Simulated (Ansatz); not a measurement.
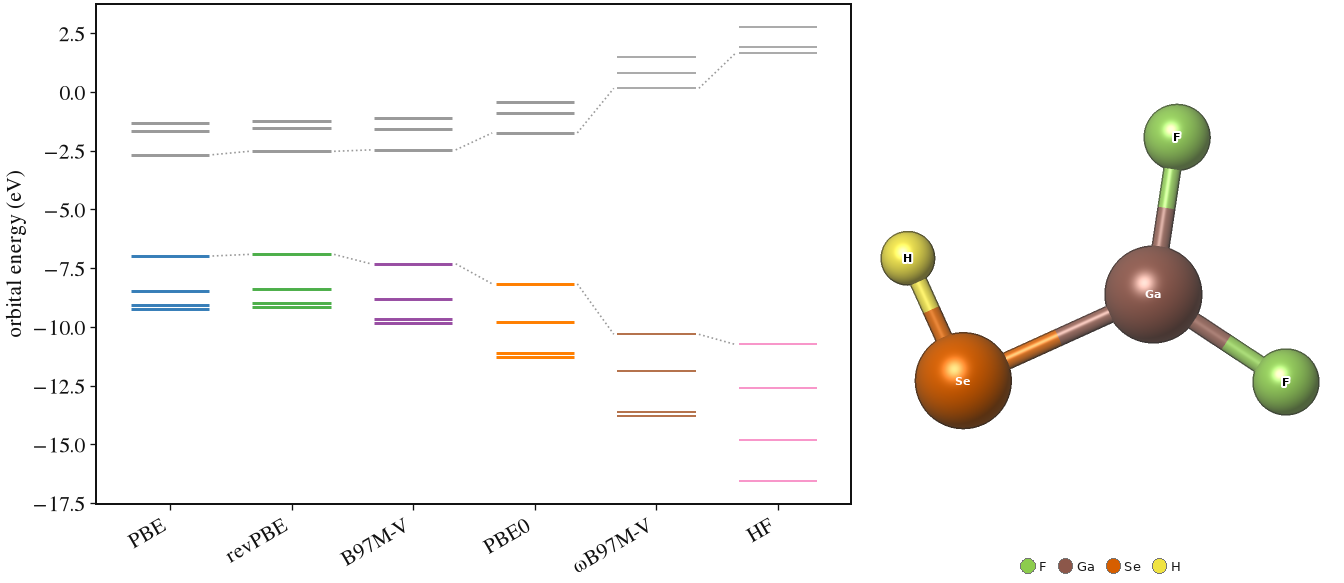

Frontier orbital energies of GaHSeF₂, SMILES [F][Ga]([F])[SeH], singlet at one geometry, def2-TZVPP, the Ansatz code 0.2.0, at a PBE0-D4/def2-TZVP geometry (a minimum by its frequencies). Empty levels are grey, levels within 0.1 eV stand side by side; all columns show the same few orbitals around the gap. Dotted lines join the HOMOs and the LUMOs.

Q: How do the frontier levels move from column to column?

A: The separation grows from 4.31 eV (PBE) to 12.39 eV (HF).

```csv
level,HOMO (eV),LUMO (eV),separation (eV)
PBE,−6.98,−2.67,4.31
revPBE,−6.92,−2.53,4.39
B97M-V,−7.31,−2.47,4.85
PBE0,−8.17,−1.75,6.42
ωB97M-V,−10.32,0.15,10.47
HF,−10.75,1.64,12.39
```

Limits of at least one run: empty levels above zero depend strongly on the basis; no scalar relativity up to krypton; spin-orbit coupling is left out, and with Se it can shift these levels and split any degenerate set.
